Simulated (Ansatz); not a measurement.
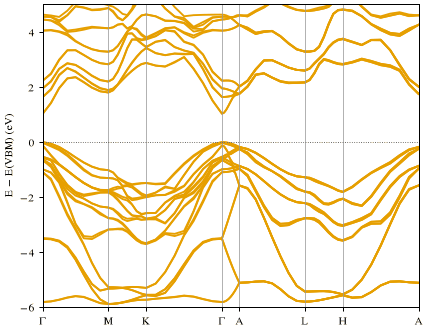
*Band structure from plane-wave PAW r²SCAN with spin–orbit coupling (Ansatz code)*

### Question
Read off the gap and where the band edges lie.

### Answer
About 1.0 eV (1.03 eV by a search for the band edges); maximum at Γ, minimum at Γ.

The material is InP in space group P6_3mc (No. 186; In on 2b, P on 2b, In on 2a, P on 2a).

The start of the workflow was typed in or built on a structure type; the Crystallography Open Database copy checked does not list it. It is not the phase usual at ambient conditions (space group No. 216). The r²SCAN relaxation kept the symmetry of its start; its stability against distortions is not shown here.

Potentials: the earlier of the program's two PAW sets.
